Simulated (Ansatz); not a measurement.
# BNH2O (SMILES BN=O): CAM-B3LYP/STO-3G

Aim: the electronic atomisation energy of BNH2O at CAM-B3LYP/STO-3G, from 5 runs. 

The calculation is run with Ansatz 0.2.0.

59 further runs of the same task are left out: 4 that didn't finish, 55 set aside as unsound or not needed.

**1. Starting point**

The species is BNH2O (5 atoms), meant as a singlet with charge 0. SMILES: `BN=O`. Geometry: relaxed at GFN2-xTB.

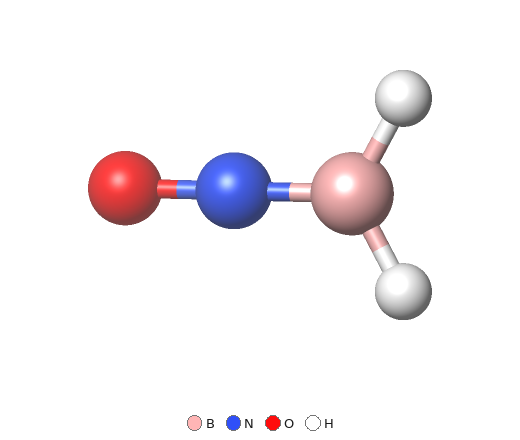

The structure, seen from a chosen angle (boron pink, nitrogen blue, oxygen red, hydrogen white).

**2. A single-point energy at CAM-B3LYP/STO-3G**

job.yaml reads:

```yaml
crystal:
  periodic: [false, false, false]
  atoms:
    - {symbol: B, position_ang: [-0.303260, 0.384710, -0.206480]}
    - {symbol: "N", position_ang: [0.435210, -0.552070, 0.296940]}
    - {symbol: O, position_ang: [1.113730, -1.415380, 0.760240]}
    - {symbol: H, position_ang: [-1.158940, 0.091910, -0.941520]}
    - {symbol: H, position_ang: [-0.086740, 1.490830, 0.090820]}
basis:
  gaussian: {orbitals: STO-3G}
hamiltonian: {xc: {name: CAM-B3LYP}}
accuracy: high
```

Run with:

```bash
$ ansatz run job.yaml --threads 1 --pin off --max-ram 2610MiB --events-out events.jsonl --progress --plain --runs-dir runs
```

Output:

```text
Warning: RAYON_NUM_THREADS=1 ignored (pool sized by the plan → 1); use --threads N
Functional definition: CAM-B3LYP
  name "CAM-B3LYP"
  parameter alpha = 0.19
  parameter beta = 0.46
  parameter omega = 0.33/bohr
  parameter ac = 0.81
  exchange = (1 - alpha - beta)*b88_x + beta*b88_x_sr(omega) + alpha*exact_x + beta*exact_x_lr(omega)
  correlation = (1 - ac)*vwn5_c + ac*lyp_c
294 factors; integrals over basis functions are off by at most 2.9e-8 eV
152 factors; integrals over basis functions are off by at most 9.9e-10 eV
mean field evaluation 1: about -4183.7461 eV, gradient 1.7e1 eV
mean field evaluation 2: about -4183.8817 eV, gradient 1.7e1 eV
mean field evaluation 4: about -4184.6357 eV, gradient 1.8e0 eV
mean field evaluation 8: about -4184.5947 eV, gradient 5.0e-2 eV
mean field evaluation 16: about -4184.5948 eV, gradient 4.7e-6 eV
mean field -4184.59475267 eV, -153.7810207406 hartree, gradient 4.7e-8 eV, S^2 0.000000; 0 other end points of the search recorded, 0 dependent functions left out
reference -4184.59476362 eV, -153.7810211428 hartree; 11, 11 occupied and 6, 6 virtual orbitals, 294 factors
Total energy: -4184.59476362 eV, -153.7810211428 hartree
```

It took 1.1 s on 1 thread of Arm Neoverse V1, shared host; peak memory 0.092 GiB.

**3. The B atom at the same level**

in.yaml reads:

```yaml
basis:
  gaussian: {orbitals: STO-3G}
crystal:
  periodic: [false, false, false]
  atoms:
    - symbol: B
      position_ang: [0.000000, 0.000000, 0.000000]
magnetization: {spin_polarized: true, initial_magnetization: 1}
hamiltonian: {xc: {name: CAM-B3LYP}}
accuracy: high
```

Run with:

```bash
$ ansatz run in.yaml --threads 1 --pin off --max-ram 2610MiB --events-out events.jsonl --progress --plain --runs-dir runs
```

Output, cut to the lines that bear on the results:

```text
Warning: RAYON_NUM_THREADS=1 ignored (pool sized by the plan → 1); use --threads N
[... 8 set-up lines as earlier in the session ...]
15 factors; integrals over basis functions are off by at most 8.9e-10 eV
15 factors; integrals over basis functions are off by at most 3.4e-10 eV
mean field evaluation 1: about -660.0554 eV, gradient 2.8e-7 eV
mean field evaluation 2: about -660.0555 eV, gradient 7.5e-7 eV
mean field evaluation 4: about -660.0555 eV, gradient 2.3e-8 eV
mean field -660.05548900 eV, -24.2565918192 hartree, gradient 0.0e0 eV, S^2 0.750000; 0 other end points of the search recorded, 0 dependent functions left out
reference -660.05549763 eV, -24.2565921361 hartree; 3, 2 occupied and 2, 3 virtual orbitals, 15 factors
Total energy: -660.05549763 eV, -24.2565921361 hartree
```

It took 0.28 s on 1 thread of Arm Neoverse V1, shared host.

**4. The H atom, same level**

molecule.yaml reads:

```yaml
basis:
  gaussian: {orbitals: STO-3G}
crystal:
  periodic: [false, false, false]
  atoms:
    - {symbol: H, position_ang: [0.000000, 0.000000, 0.000000]}
magnetization: {spin_polarized: true, initial_magnetization: 1}
hamiltonian: {xc: {name: CAM-B3LYP}}
accuracy: high
```

Run the same way, it converges to -0.46260 Eh (log not shown).

**5. The N atom, same level**

in.yaml reads:

```yaml
crystal:
  periodic: [false, false, false]
  atoms:
    - symbol: N
      position_ang: [0.000000, 0.000000, 0.000000]
basis:
  gaussian:
    orbitals: STO-3G
magnetization:
  spin_polarized: true
  initial_magnetization: 3
hamiltonian:
  xc: {name: CAM-B3LYP}
accuracy: high
```

Run with:

```bash
$ ansatz run in.yaml --threads 1 --pin off --max-ram 2610MiB --events-out events.jsonl --progress --plain --runs-dir runs
```

Output, cut to the lines that bear on the results:

```text
Warning: RAYON_NUM_THREADS=1 ignored (pool sized by the plan → 1); use --threads N
[... 8 set-up lines as earlier in the session ...]
15 factors; integrals over basis functions are off by at most 1.1e-9 eV
15 factors; integrals over basis functions are off by at most 3.5e-10 eV
mean field evaluation 1: about -1465.6661 eV, gradient 1.5e-9 eV
mean field evaluation 2: about -1465.6661 eV, gradient 9.3e-10 eV
mean field -1465.66612895 eV, -53.8622367749 hartree, gradient 0.0e0 eV, S^2 3.750000; 0 other end points of the search recorded, 0 dependent functions left out
reference -1465.66613565 eV, -53.8622370211 hartree; 5, 2 occupied and 0, 3 virtual orbitals, 15 factors
Total energy: -1465.66613565 eV, -53.8622370211 hartree
```

Wall time 0.24 s (1 thread of Arm Neoverse V1, shared host).

**6. The O atom, same level**

run.yaml reads:

```yaml
crystal:
  periodic: [false, false, false]
  atoms:
    - {symbol: O, position_ang: [0.000000, 0.000000, 0.000000]}
basis:
  gaussian: {orbitals: STO-3G}
magnetization: {spin_polarized: true, initial_magnetization: 2}
hamiltonian: {xc: {name: CAM-B3LYP}}
accuracy: high
```

Run the same way, it converges to -74.00745 Eh (log not shown).

**7. Outcome**

Level: CAM-B3LYP/STO-3G.

| quantity | value |
| --- | --- |
| molecule: total energy | -153.78102 Eh |
| B atom: total energy | -24.25659 Eh |
| B atom: ⟨S²⟩ | 0.750 |
| H atom: total energy | -0.46260 Eh |
| H atom: ⟨S²⟩ | 0.750 |
| N atom: total energy | -53.86224 Eh |
| N atom: ⟨S²⟩ | 3.750 |
| O atom: total energy | -74.00745 Eh |
| O atom: ⟨S²⟩ | 2.000 |
| electronic atomisation energy | 19.852 eV |

What this shows: Taking the molecule apart into free atoms costs 19.85 eV (1915 kJ/mol), before zero-point energy and without spin-orbit coupling. In a minimal basis such a difference can be off by several eV, whatever the method.
